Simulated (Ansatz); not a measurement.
**TiC (Fm-3m): thermal expansion from first principles**

Wanted: α(T), C_P(T) and B(T) of TiC in the quasi-harmonic approximation.

What experiment has found for this phase:
- heat capacity C_P per formula unit 33.9 J/mol/K near room temperature (given in “High-Throughput Prediction of Finite-Temperature Properties using the Quasi-Harmonic Approximation”, 2016, arXiv:1603.06924)

Method: DFT PBEsol, scalar-relativistic, plane waves, PAW, in the first sound run; inputs show where later runs differ, in Ansatz 0.2.0.

The database entry behind the starting cell differs from later determinations by our own check (0.1 to 0.3 % short, probably kX units), so it need not match the best structure at ambient conditions.

**1. Set-up**

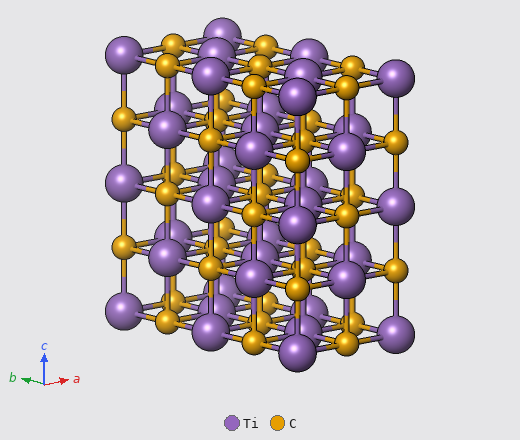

The cell as given, from a free direction (titanium purple, carbon orange). 1×2×2 cells are drawn. This picture shows the conventional cell, with its axes. Some periodic images of atoms are drawn too.

**2. A first coarse run**

A cheap single point shows whether the cell is a metal or an insulator and how far it is from rest; that sets the k-mesh and the occupations of what follows.

Contents of input.yaml:

```yaml
crystal:
  lattice:
    - [0.0, 2.1593, 2.1593]
    - [2.1593, 0.0, 2.1593]
    - [2.1593, 2.1593, 0.0]
  atoms:
    - { symbol: Ti, position: [0.0, 0.0, 0.0] }
    - { symbol: C, position: [0.5, 0.5, 0.5] }
kpoints:
  mp_grid: { grid: [8, 8, 8] }
hamiltonian:
  xc: pbesol
scf:
  occupations: { method: gaussian, width: 0.1 }
  lower_state_search: "off"
output:
  forces: true
  stress: true
  eigenvalues: true
```

Run with:

```console
> ansatz run input.yaml --threads 8 --pin off --max-ram 16384MiB --backend cpu --events-out ev --progress --plain --runs-dir out
```

Numbers of over 12 decimals in the logs are rounded to 6 here.

Output:

```text
Engine: ansatz 0.2.0, aarch64-unknown-linux-gnu
Pseudopotentials: kind: paw
Pseudopotential: Ti, paw, valence charge 12, recommended cutoff 420 eV (normal), Ti.paw.azcp
Pseudopotential: C, paw, valence charge 4, recommended cutoff 420 eV (normal), C.paw.azcp
Functional definition: PBEsol
  exchange = pbesol_x
  correlation = pbesol_c
Crystal: 2 atoms, lattice volume = 20.136 Å³
Basis set: ecut = 420 eV, 411 PW (Γ), exchange–correlation on 48×48×48 points (8 copies of the dense FFT grid, shifted against one another)
Bands: 12, of which v1, the nominal top of the filled ones, is band 8 counted from 1 (7 counted from 0)
Symmetry: 48 space group operations
Space group: Fm-3m (ITA 225), of the structure as read, at distance tolerance 2.7e-5 Å
k-points: 29 of 512
Non-local potential: Ti, projectors of the file, l = 0: 3, l = 1: 2, l = 2: 3, l = 3: 1
Non-local potential: C, projectors of the file, l = 0: 2, l = 1: 2, l = 2: 1
PAW form: soft (Blöchl's): semilocal exchange-correlation on the pseudo side does not see the compensation charge
PAW frozen core: Ti, regenerated for the run's functional, and the local potential with it (the file was generated under x = pbe(κ = 0.804, μ = 0.219515), c = pbe(β = 0.066725))
PAW frozen core: C, regenerated for the run's functional, and the local potential with it (the file was generated under x = pbe(κ = 0.804, μ = 0.219515), c = pbe(β = 0.066725))
PAW one-centre angular grid: Ti, 590 points (default); XC on 64 Gauss nodes
PAW one-centre angular grid: C, 110 points (default); XC on 64 Gauss nodes
Initial density: superposition of atomic densities (neutral atoms: chi_scale 0, normalization atom), corrected by the library's trained network
Initial wavefunctions: pseudopotential atomic-orbital guess
Functional: x = pbesol(κ = 0.804, μ = 0.123457), c = pbesol(β = 0.046)
SCF iter   1: F=—  HF=-2722.418260 eV  |F-HF|=—  |Δ(HF+E_count)|=         —  Δρ=1.02e-2  dr2=2.33e-2  ethr=1.77e-3  ⟨swp⟩=4.4  Hψ=1730  notcnv=0
preconditioner: auto → none  [insulator: Δε(μ)=0.188 eV  Ē_g=7.917 eV  σ=0.100 eV  W_gap=0.57  n_scr=8 (ndim 8)  ℏωp=23.4 eV  f_vac=0.000  D(μ)=0.36/eV (n_scr^D=0)  ε∞_Penn≈9.7]
SCF iter   2: F=—  HF=-2722.413111 eV  |F-HF|=—  |Δ(HF+E_count)|=   5.15e-3  Δρ=3.70e-3  dr2=3.28e-3  ethr=1.46e-4  ⟨swp⟩=1.2  Hψ=589  notcnv=0
SCF iter   3: F=—  HF=-2722.412540 eV  |F-HF|=—  |Δ(HF+E_count)|=   5.71e-4  Δρ=6.19e-4  dr2=7.56e-5  ethr=2.05e-5  ⟨swp⟩=2.0  Hψ=391  notcnv=0  defer=2
SCF iter   4: F=—  HF=-2722.412527 eV  |F-HF|=—  |Δ(HF+E_count)|=   1.26e-5  Δρ=8.31e-5  dr2=7.57e-7  ethr=4.72e-7  ⟨swp⟩=2.0  Hψ=390  notcnv=0  defer=2
iter 5 did not close the SCF: its close was put off for the readings that it lacked (scf_convergence_deferred on its scf_iter line)
SCF iter   5: F=-2722.412527 eV  HF=-2722.412527 eV  |F-HF|=1.20e-8  |Δ(HF+E_count)|=   2.31e-7  Δρ=1.25e-5  dr2=2.40e-8  ethr=4.73e-9  ⟨swp⟩=2.1  Hψ=452  notcnv=0  defer=2
SCF iter   6: F=-2722.412527 eV  HF=-2722.412527 eV  |F-HF|=1.59e-10  |Δ(HF+E_count)|=  4.21e-10  Δρ=1.08e-6  dr2=2.17e-10  ethr=1.50e-10  ⟨swp⟩=2.1  Hψ=1126  notcnv=0
SCF 1 converged in 6 iterations: F = -2722.412527 eV  dr2 = 2.17e-10
  greatest PAW one-centre occupation: 0.999 electrons in one spin orbital (limit 2), on the Ti atom at site 0 (counted from 0), in its partial waves of l = 0
SCF converged after 6 iterations
Free energy (F): -2722.412527 eV
Harris-Foulkes:  -2722.412527 eV  (|F-HF|=1.59e-10)
Internal energy: -2722.410678 eV  (E = F + TS)
E sigma→0 (E₀):  -2722.411603 eV
Entropy (-TS):   -0.001849 eV (-0.925 meV/atom)
Fermi energy:    14.688530 eV
--- Per-component energies (eV) ---
  E_band       = -108.766999
  E_kinetic    = 362.118587
  E_local      = -770.143018  (includes V_loc(G=0)·N_el)
  E_nonlocal   = 33.255588
  E_hartree    = 312.239112
  E_xc         = -146.392176
  E_vxc        = -183.511364  (∫ρ·V_xc dr)
  E_paw        = -1116.243774  (= ΣΔE_a)
  E_vpaw       = -174.965110  (= ΣTr[D̂ρ^β])
  E_aug_tail   = 0.000135  (compensation charges beyond the density's cutoff)
  E_ewald      = -1397.405618
  E_core_change = 0.160485  (= ΣΔE_core)
  E_smearing   = -0.001849  (= −TS)
  E_closure    = 0.000000  (closes the sum)
  Σ components = -2722.412527   (vs F -2722.412527, Δ=0.00e0)
--- Forces (eV/Å), atoms counted from 1 ---
  atom   1  Ti    -0.00000000     0.00000000     0.00000000
  atom   2  C      0.00000000    -0.00000000    -0.00000000
  max |Σ_I F_I| component: 2.83e-30 eV/Å
--- Stress (GPa, compression-positive) ---
       -4.534522       0.000000       0.000000
       -0.000000      -4.534522      -0.000000
       -0.000000      -0.000000      -4.534522
  P = ⅓ Tr σ = -4.5345 GPa (-45.345 kbar)
--- Band table (eV; the first three rows and the last of 29) ---
  k-point 0: bands = [... 4 lower, 2.3196, 15.4060, 15.4060, 15.4060, 16.4493, 16.4493, 16.4493, 16.4921]
  k-point 1: bands = [... 4 lower, 2.6760, 14.0851, 14.4517, 14.4517, 15.8415, 15.8415, 17.0147, 18.5717]
  k-point 2: bands = [... 4 lower, 3.6568, 11.9700, 13.0253, 13.0253, 16.5119, 16.5119, 17.6012, 20.6811]
  k-point 28: bands = [... 4 lower, 5.2544, 11.5546, 11.5546, 12.0076, 17.5630, 17.5630, 18.3204, 19.9924]
```

Run time: 0.29 s. Hardware: 8 threads of Arm Neoverse V1, shared host; peak memory 0.29 GiB; 1 s of CPU time.

The column dr2 measures how far the density is from self-consistency, as an energy; F and HF (Harris–Foulkes) agree once it is small.

This step gave:

| Quantity | Value |
| --- | --- |
| pressure | -4.535 GPa |
| volume per atom | 10.07 Å³/atom |
| gap on the k-mesh | 0 eV |

The start is under -4.5 GPa at this level and looks like a metal on this mesh.

**3. Finding the static equilibrium**

The vibrations must be taken about the equilibrium of this functional, not about the starting cell, so the structure is relaxed.

input.yaml: that of step 2 with these lines changed.

```diff
@@ -9,3 +9,3 @@
 kpoints:
-  mp_grid: { grid: [8, 8, 8] }
+  mp_grid: { grid: [16, 16, 16] }
 hamiltonian:
@@ -19 +19,6 @@
   eigenvalues: true
+relax:
+  adjacent_minimum: "off"
+  f_tol: 0.005
+  max_steps: 80
+  cell: { stress_tol: 0.05 }
```

Output:

```text
[...]
Crystal: 2 atoms, lattice volume = 20.136 Å³
Basis set: ecut = 420 eV, 411 PW (Γ), exchange–correlation on 48×48×48 points (8 copies of the dense FFT grid, shifted against one another)
Bands: 12, of which v1, the nominal top of the filled ones, is band 8 counted from 1 (7 counted from 0)
Symmetry: 48 space group operations
[...]
k-points: 145 of 4096
[...]
SCF iter   1: F=—  HF=-2722.420580 eV  |F-HF|=—  |Δ(HF+E_count)|=         —  Δρ=1.05e-2  dr2=2.50e-2  ethr=1.77e-3  ⟨swp⟩=4.3  Hψ=8658  notcnv=0
[...]
SCF iter   6: F=-2722.414459 eV  HF=-2722.414459 eV  |F-HF|=4.55e-13  |Δ(HF+E_count)|=   1.79e-9  Δρ=4.82e-7  dr2=1.86e-11  ethr=6.77e-11  ⟨swp⟩=2.0  Hψ=5185  notcnv=0
SCF 1 converged in 6 iterations: F = -2722.414459 eV  dr2 = 1.86e-11
[...]
relax step   1: F+E_penalty+E_count = -2722.41445866 eV  Δ(F+E_penalty+E_count) = +0.000e0 eV  max|allowed force component| = 2.353e-29 eV/Å  Δτ_max = 0.0000 Å  P = -4.559 GPa  Ω = 20.136 Å³  (6 SCF iters, dr2 threshold 1.00e-7 eV, accepted)
Crystal: 2 atoms, lattice volume = 19.826 Å³
Basis set: ecut = 420 eV, 387 PW (Γ), exchange–correlation on 48×48×48 points (8 copies of the dense FFT grid, shifted against one another)
[...]
iter 1 solved again at ethr=2.28e-5 eV; its pass at ethr=3.10e-3 eV (dr2=3.65e-3 eV) is discarded
[...]
SCF iter   6: F=-2722.419959 eV  HF=-2722.419959 eV  |F-HF|=7.73e-12  |Δ(HF+E_count)|=  6.82e-11  Δρ=2.65e-7  dr2=7.93e-12  ethr=1.00e-12  ⟨swp⟩=1.0  Hψ=5272  notcnv=0
SCF 2 converged in 6 iterations: F = -2722.419959 eV  dr2 = 7.93e-12
relax step   2: F+E_penalty+E_count = -2722.41995889 eV  Δ(F+E_penalty+E_count) = -5.500e-3 eV  max|allowed force component| = 1.223e-29 eV/Å  Δτ_max = 0.0000 Å  P = -0.538 GPa  Ω = 19.826 Å³  energy of the carried Pulay correction = +5.148e-4 eV  (6 SCF iters, dr2 threshold 2.00e-7 eV, accepted)
Crystal: 2 atoms, lattice volume = 19.785 Å³
[...]
SCF iter   6: F=-2722.420094 eV  HF=-2722.420094 eV  |F-HF|=4.55e-13  |Δ(HF+E_count)|=  1.36e-12  Δρ=4.93e-8  dr2=4.00e-13  ethr=1.00e-12  ⟨swp⟩=1.0  Hψ=4060  notcnv=0
SCF 3 converged in 6 iterations: F = -2722.420094 eV  dr2 = 4.00e-13
relax step   3: F+E_penalty+E_count = -2722.42009389 eV  Δ(F+E_penalty+E_count) = -1.350e-4 eV  max|allowed force component| = 7.560e-31 eV/Å  Δτ_max = 0.0000 Å  P = +0.014 GPa  Ω = 19.785 Å³  energy of the carried Pulay correction = +5.830e-4 eV  (6 SCF iters, dr2 threshold 2.00e-7 eV, accepted)
[...]
SCF iter   8: F=-2722.419545 eV  HF=-2722.419545 eV  |F-HF|=4.55e-13  |Δ(HF+E_count)|=    0.00e0  Δρ=2.22e-10  dr2=7.90e-18  ethr=1.00e-12  ⟨swp⟩=1.9  Hψ=4305  notcnv=0
SCF 4 converged in 8 iterations: F = -2722.419545 eV  dr2 = 7.90e-18
relax step   4: F+E_penalty+E_count = -2722.41954507 eV  Δ(F+E_penalty+E_count) = +5.488e-4 eV  max|allowed force component| = 3.320e-30 eV/Å  Δτ_max = 0.0000 Å  P = -0.023 GPa  Ω = 19.785 Å³  stress off target by 2.32e-2 GPa  SCF on the basis re-selected at this cell (its energy is not comparable with the rows above)  (8 SCF iters)
basis re-selected at this cell: Δ(F+E_penalty+E_count) = +5.488e-4 eV, ΔP = -0.037 GPa vs the last step (what re-selecting the basis moved, of the pressure what is left beyond the Pulay correction that the steps carried, after the strain that the cell walked since its last selection, with what the two solves' SCF thresholds leave and, on support functions, any second-order correction that the steps lacked; it is no m [...]
SCF converged after 8 iterations
Free energy (F): -2722.419545 eV
[...]
Internal energy: -2722.417594 eV  (E = F + TS)
E sigma→0 (E₀):  -2722.418570 eV
Entropy (-TS):   -0.001951 eV (-0.975 meV/atom)
Fermi energy:    15.028510 eV
[...]
--- Stress (GPa, compression-positive) ---
       -0.023234      -0.000000       0.000000
       -0.000000      -0.023234      -0.000000
       -0.000000      -0.000000      -0.023234
  P = ⅓ Tr σ = -0.0232 GPa (-0.232 kbar)
--- Band table (eV; the first three rows and the last of 145) ---
  k-point 0: bands = [... 4 lower, 2.5424, 15.7182, 15.7182, 15.7182, 16.7738, 16.7738, 16.7738, 16.8366]
  k-point 1: bands = [... 4 lower, 2.6350, 15.2683, 15.5221, 15.5221, 16.0955, 16.0955, 17.0184, 17.8472]
  k-point 2: bands = [... 4 lower, 2.9067, 14.3754, 14.7461, 14.7461, 16.1652, 16.1652, 17.3605, 18.9482]
  k-point 144: bands = [... 4 lower, 5.5091, 11.8264, 11.8264, 12.2699, 17.9286, 17.9286, 18.7161, 20.4487]
--- Relaxed structure (3 steps of the walk, 3 accepted, 1 SCFs on fresh bases) ---
  F+E_penalty+E_count = -2722.41954507 eV   max|allowed force component| = 3.320e-30 eV/Å   (the final SCF, on the basis selected at the relaxed cell)
  cell:  # Å, volume = 19.7848 Å³
    - [0, 2.146678, 2.146678]
    - [2.146678, 0, 2.146678]
    - [2.146678, 2.146678, 0]
  atoms:
    - { symbol: Ti, position: [0, 0, 0] }
    - { symbol: C, position: [0.5, 0.5, 0.5] }
```

Wall time 1.9 s (8 threads); peak memory 0.36 GiB.

The steps of the relaxation:

```csv
step,energy less that of the first step (eV),largest force component (eV/Å),pressure (GPa),volume (Å³)
1,0.0000,0.0000,-4.56,20.14
2,-0.0055,0.0000,-0.54,19.83
3,-0.0056,0.0000,0.01,19.78
4*,-0.0051,0.0000,-0.02,19.78
```

Relaxation steps marked * repeat the geometry before them on a plane-wave basis chosen anew for their cell, so energy and pressure can jump there.

The run keeps the 48 symmetry operations that it works with, so distortions that break them were not tested.

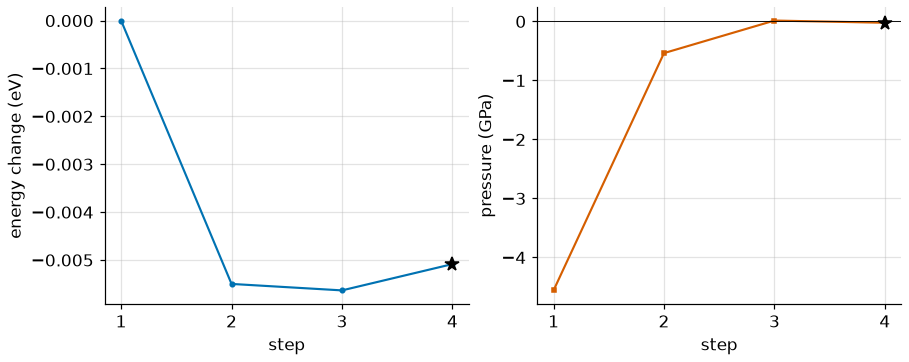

Energy and pressure along the relaxation. Stars mark steps on a basis chosen anew.

```
conventional cell, symmetrised  before  after  change
                         a (Å)   4.319  4.293  -0.6 %
                         b (Å)   4.319  4.293  -0.6 %
                         c (Å)   4.319  4.293  -0.6 %
              volume (Å³/atom)   10.07   9.89  -1.7 %
```

The relaxed structure:

```xyz
2
Lattice="0.0000 2.1467 2.1467 2.1467 0.0000 2.1467 2.1467 2.1467 0.0000" Properties=species:S:1:pos:R:3 pbc="T T T"
Ti    0.0000    0.0000    0.0000
C     2.1467    2.1467    2.1467
```

Numbers from this step:

| Property | Result |
| --- | --- |
| pressure | -0.02323 GPa |
| volume per atom | 9.892 Å³/atom |

The relaxation ends with a pressure of -0.02 GPa.

**4. Relaxing to small residual forces and stress**

The thresholds are tightened for a last relaxation ahead of the phonons, and where mesh or smearing change with them the cell follows.

input.yaml, the sections that differ from step 3:

```yaml
crystal:
  lattice:
    - [0.0, 2.1466778628, 2.1466778628]
    - [2.1466778628, 0.0, 2.1466778628]
    - [2.1466778628, 2.1466778628, 0.0]
  atoms:
    - { symbol: Ti, position: [0.0, 0.0, 0.0] }
    - { symbol: C, position: [0.5, 0.5, 0.5] }
scf:
  occupations: { method: methfessel_paxton, width: 0.2 }
  lower_state_search: "off"
relax:
  adjacent_minimum: "off"
  f_tol: 0.001
  max_steps: 60
  cell: { stress_tol: 0.01 }
# kpoints, hamiltonian, output: as in step 3
```

Output:

```text
[...]
Crystal: 2 atoms, lattice volume = 19.785 Å³
Basis set: ecut = 420 eV, 387 PW (Γ), exchange–correlation on 48×48×48 points (8 copies of the dense FFT grid, shifted against one another)
Bands: 12, of which v1, the nominal top of the filled ones, is band 8 counted from 1 (7 counted from 0)
Symmetry: 48 space group operations
[...]
k-points: 145 of 4096
[...]
k-point 144: bands = [... 4 lower, 5.5106, 11.8277, 11.8277, 12.2712, 17.9300, 17.9300, 18.7173, 20.4503]
--- Relaxed structure (2 steps of the walk, 2 accepted, 1 SCFs on fresh bases) ---
[...]
cell:  # Å, volume = 19.7833 Å³
    - [0, 2.146624, 2.146624]
    - [2.146624, 0, 2.146624]
    - [2.146624, 2.146624, 0]
  atoms:
    - { symbol: Ti, position: [0, 0, 0] }
    - { symbol: C, position: [0.500000, 0.500000, 0.500000] }
[key lines of the parts left out:]
SCF converged after 3 iterations
Free energy (F): -2722.418902 eV
Fermi energy:    15.032167 eV
P = ⅓ Tr σ = -0.0028 GPa (-0.028 kbar)
```

Elapsed: 1.3 s, on 8 threads; peak memory 0.36 GiB; 7.4 s of CPU time.

Little changed from the start: no atom moved by 0.005 Å and no cell edge by 0.1 %.

Numbers from this step:

* pressure: -0.002844 GPa

The residual pressure is -0.0028 GPa, small enough for phonons.

(Part 1 of 3 ends here.)

[Logs are printed without paths, hosts, clocks, repeated set-up lines and the standing remarks that a program may print on its own settings, such as how far it seeks lower states.]

[Hosts, paths, dates, database ids (printed as entryN), source tags and the programs' standing remarks are cut or masked in the printed files.]

[A step with changed settings may run another functional than the one named; its input shows which.]
